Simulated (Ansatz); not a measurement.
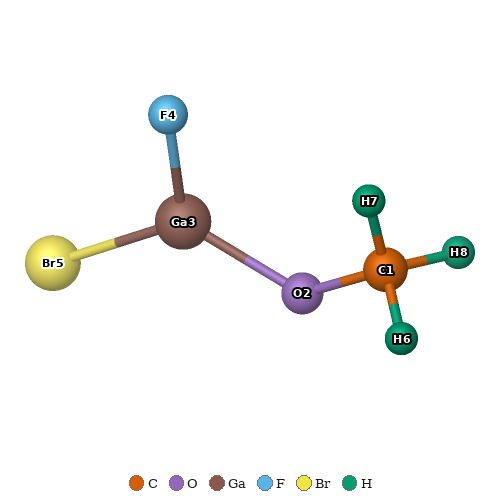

The system is CH₃BrFGaO, SMILES C[O][Ga]([F])[Br]; the picture shows the reference structure. The first coordinate is: dihedral C1–O2–Ga3–F4; the second: dihedral H6–C1–O2–Ga3. Nothing is relaxed (all other coordinates rigid). Grid: 9 × 9 points. All energies are given in kJ/mol relative to the relaxed molecule at the same level. Computed with RKS PBE0-D4/def2-SVP in Ansatz.

Its coordinates:

```csv
atom,x (Å),y (Å),z (Å)
C,-0.4173,-0.5004,1.1448
O,-0.2365,0.6571,0.3650
Ga,0.4451,0.6492,-1.2560
F,0.9216,-0.8917,-1.9249
Br,0.7107,2.5306,-2.4567
H,0.1486,-0.4066,2.0871
H,-0.0879,-1.4248,0.6393
H,-1.4842,-0.6134,1.4013
```

Range: dihedral C1–O2–Ga3–F4 from −180 to 140°; dihedral H6–C1–O2–Ga3 from 31.0 to 211.0°.

### Predict the map.

The lowest grid point is at dihedral C1–O2–Ga3–F4 = −180°, dihedral H6–C1–O2–Ga3 = 121.0°, −0.48 kJ/mol from the relaxed molecule at the same level. The energy also falls towards the edge at dihedral C1–O2–Ga3–F4 = −180°, dihedral H6–C1–O2–Ga3 = 211.0° (2.3 kJ/mol above the lowest) and dihedral C1–O2–Ga3–F4 = −180°, dihedral H6–C1–O2–Ga3 = 31.0° (2.3 kJ/mol above the lowest), where a further well may lie outside the range. A higher local minimum lies near dihedral C1–O2–Ga3–F4 = 20°, dihedral H6–C1–O2–Ga3 = 98.5° (2.3 kJ/mol above the lowest at that grid point). The highest grid point, dihedral C1–O2–Ga3–F4 = 100°, dihedral H6–C1–O2–Ga3 = 211.0°, lies 19.2 kJ/mol above the lowest. On the interpolated surface the easiest way out of the lowest well to the well at about dihedral C1–O2–Ga3–F4 = 0°, dihedral H6–C1–O2–Ga3 = 120° passes a barrier of about 17 kJ/mol.

```tsv
dihedral H6–C1–O2–Ga3 ↓, dihedral C1–O2–Ga3–F4 →	−180	−140	−100	−60	−20	20	60	100	140
211.0	1.8	7.1	17.6	15.6	5.0	3.3	13.7	18.7	10.0
188.5	1.9	7.1	15.8	13.3	4.1	3.6	12.6	16.2	8.2
166.0	1.2	8.3	16.3	12.0	2.7	3.8	13.4	15.5	6.2
143.5	0.1	8.7	17.9	12.8	1.8	3.4	14.6	16.8	5.9
121.0	−0.5	7.4	18.3	14.4	2.3	2.3	14.4	18.3	7.4
98.5	0.1	5.9	16.8	14.6	3.4	1.8	12.8	17.9	8.7
76.0	1.2	6.2	15.5	13.4	3.8	2.7	12.0	16.3	8.3
53.5	1.9	8.1	16.2	12.6	3.6	4.1	13.3	15.8	7.1
31.0	1.8	10.0	18.7	13.7	3.3	5.0	15.6	17.6	7.1
```

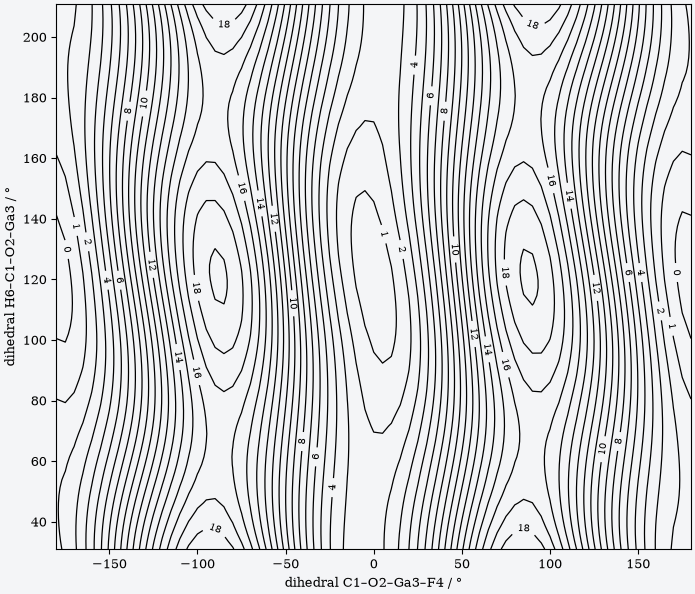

The picture shows contour lines labelled in kJ/mol. Between grid points the surface is interpolated.

Each point was launched as `ansatz run input.yaml --threads 1 --pin off --max-ram 2560MiB --backend cpu --events-out ev --progress --plain --runs-dir out`. Time for the 81 points that were run: 10 min on 1 thread of Arm Neoverse V2 (shared host).
